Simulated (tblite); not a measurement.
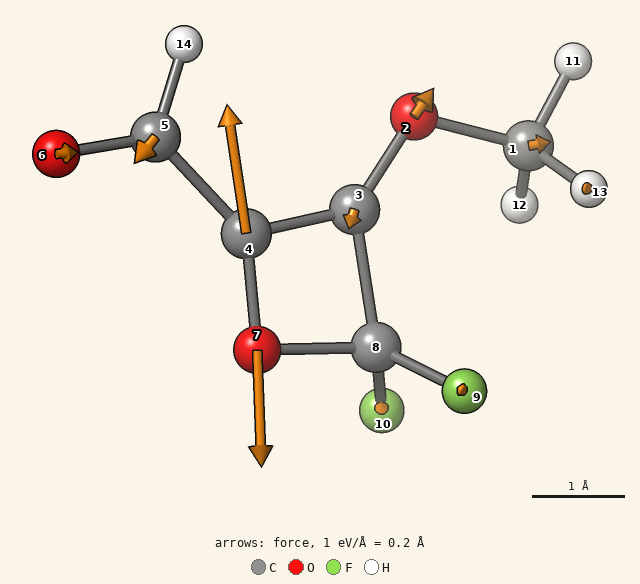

Starting geometry of C5H4F2O3 with the computed forces as orange arrows. Style: ball-and-stick. Shown at a tilt.

The calculation used tblite, GFN2-xTB geometry optimisation, gas phase. 

Q: Is this structure relaxed? If not, where do the atoms go?

A: It isn't relaxed: the largest force vector, on C4, is 7.23 eV/Å. The final displacements follow the starting forces only in part (cosine between the two patterns 0.30). The energy falls by 65.0 kJ/mol in 39 geometry steps. The largest move after the best rigid fit is that of O6, 0.21 Å. By element the largest moves are O 0.21 Å, H 0.19 Å, C 0.16 Å, F 0.09 Å. Some distances before and after: C4–O7 1.282 → 1.433 Å, C4–C5 1.501 → 1.446 Å, O7–C8 1.437 → 1.389 Å, O2–C3 1.283 → 1.316 Å. Bond angles that change, for instance: C3–C4–C5 123.4° → 137.0°, C5–C4–O7 138.4° → 128.1°, C3–C8–O7 84.0° → 89.6°. Cost: 0.24 s on 1 thread of Arm Neoverse V1, on a shared host.
